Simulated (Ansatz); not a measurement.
**Run report: HfB$_{12}$, single-point calculation**

HfB$_{12}$, multiplicity 3, computed with UKS PBE0-D4/def2-TZVP (Ansatz 0.2.0).

The geometry comes from this level: PBE-D4/def2-SVP.

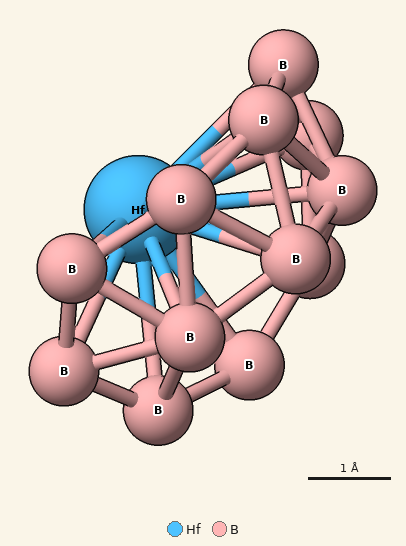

**Figure 1.** The structure as given in the input (ball-and-stick view, seen at a tilt). Sticks mark near contacts. Bond lengths as drawn: B–B 1.57 to 1.80 Å and B–Hf 2.43 to 2.60 Å.

## Results in brief

- outcome: converged
- total energy: −9407.6114 eV
- mean-field energy: −9406.9983 eV
- dispersion energy: −0.6131 eV
- ⟨S²⟩: 2.035
- SCF solution under orbital rotations: stable
- HOMO (either spin): −5.80 eV
- LUMO (either spin): −3.93 eV
- hardware: 4 threads of Arm Neoverse V2, 23 GiB of memory available, shared host
- wall time: 52 s (CPU time 3.4 min)
- peak memory: 2.3 GiB

## Input
```yaml
crystal:
  periodic: [false, false, false]
  atoms:
    - {symbol: Hf, position_ang: [-0.765208, 0.706110, 0.770693]}
    - {symbol: B, position_ang: [-1.185407, 0.174051, -1.561701]}
    - {symbol: B, position_ang: [-0.296883, 1.485070, -1.582625]}
    - {symbol: B, position_ang: [-0.591497, -1.637289, 1.713250]}
    - {symbol: B, position_ang: [0.828132, -1.061335, 1.255208]}
    - {symbol: B, position_ang: [-0.270898, -1.677475, 0.016355]}
    - {symbol: B, position_ang: [1.469680, 1.875187, 0.537907]}
    - {symbol: B, position_ang: [1.210506, 0.851974, -0.830429]}
    - {symbol: B, position_ang: [0.996403, -0.742475, -0.470659]}
    - {symbol: B, position_ang: [-1.776095, -1.043959, -0.738961]}
    - {symbol: B, position_ang: [0.566029, 2.412164, -0.631654]}
    - {symbol: B, position_ang: [-1.815033, -1.647753, 0.725057]}
    - {symbol: B, position_ang: [1.630258, 0.305742, 0.797567]}
basis:
  gaussian: {orbitals: def2-TZVP, initial_orbitals: start.molden}
magnetization: {spin_polarized: true, initial_magnetization: 2}
hamiltonian: {xc: pbe0, dispersion: d4}
scf: {omitted_lower_state_checks: [starts]}
output: {orbitals: {seedname: orbitals}}
```

Command:
```bash
ansatz run in.yaml --threads 4 --pin off --events-out ev --progress --plain --max-ram 6963MiB
```

## What the program printed
```
Functional definition: PBE0
  name "PBE0"
  cite "Adamo & Barone, J. Chem. Phys. 110, 6158 (1999) doi:10.1063/1.478522"
  cite "Perdew, Burke & Ernzerhof, Phys. Rev. Lett. 77, 3865 (1996) doi:10.1103/PhysRevLett.77.3865"
  parent pbe
  parameter a = 0.25
  parameter kappa = 0.804
  parameter beta = 0.06672455060314922
  exchange = (1 - a)*pbe_x(kappa = kappa, mu = beta*pi^2/3) + a*exact_x
  correlation = pbe_c(beta = beta)
these checks for a lower state are left out or cut short: starts
2421 factors; their error is unknown
mean field evaluation 1: about -9402.6435 eV, gradient 8.2e1 eV
mean field evaluation 2: about -9406.8983 eV, gradient 3.4e0 eV
mean field evaluation 4: about -9406.9973 eV, gradient 2.7e-1 eV
mean field evaluation 8: about -9406.9983 eV, gradient 1.3e-4 eV
mean field -9406.99828669 eV, -345.7008107433 hartree, gradient 9.8e-6 eV, S^2 2.034535; 0 other end points of the search recorded, 0 dependent functions left out
reference -9406.99832163 eV, -345.7008120273 hartree; 37, 35 occupied and 375, 377 virtual orbitals, 2421 factors
Total energy: -9407.61144326 eV, -345.7233438316 hartree
Checks for a lower state left out: starts
```

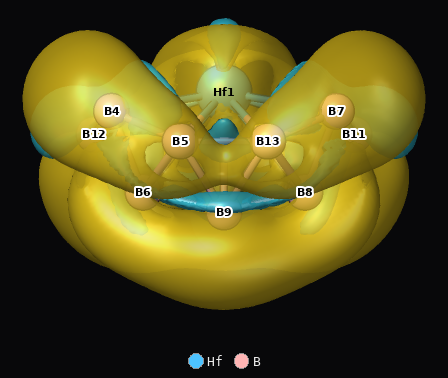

**Figure 2.** Isosurfaces of the spin density at +0.004 (yellow) and −0.004 e/Å³ (cyan), seen from the side. The unpaired spin (2 electrons) lies mostly on Hf1 (about 0.4), B3 (about 0.2), B10 (about 0.2), B4 (about 0.2) and B7 (about 0.2), in electrons by Hirshfeld's partition.

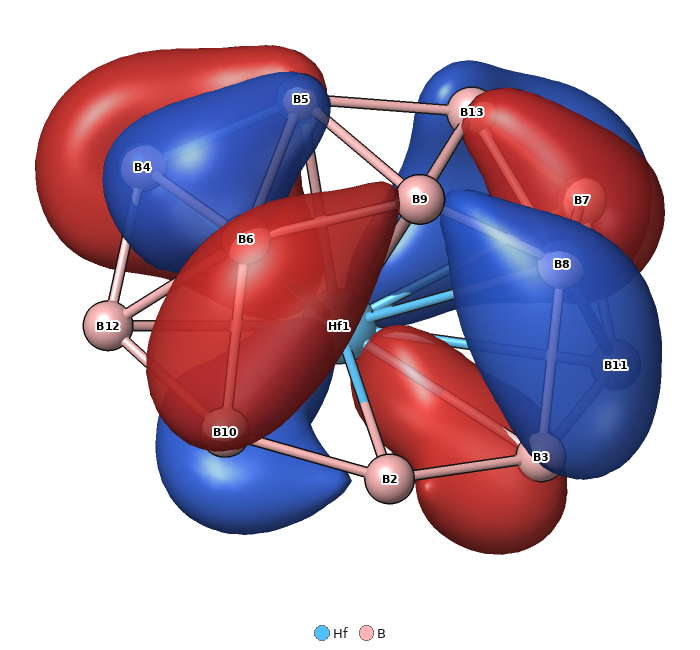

**Figure 3.** The HOMO−1 (β) at ±0.1 Å⁻³ᐟ² (blue and red are the two phases), seen at a tilt. Its weight (Hirshfeld) is mainly on Hf1 (15 %), B4 (15 %), B7 (15 %), B6 (10 %) and B8 (10 %). Its energy is −6.95 eV.

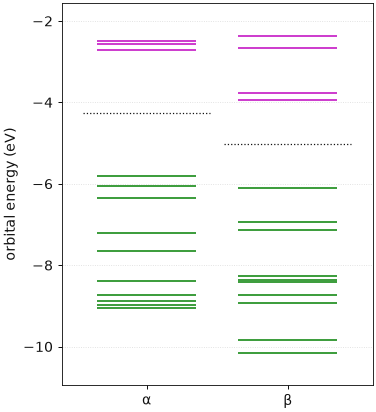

**Figure 4.** Orbital energies near the frontier for α and β spins; the dotted line parts filled from empty levels, and levels within 0.02 eV of each other stand side by side. α: highest filled −5.80 eV, lowest empty −2.72 eV, 3.08 eV apart; β: highest filled −6.10 eV, lowest empty −3.93 eV, 2.17 eV apart.
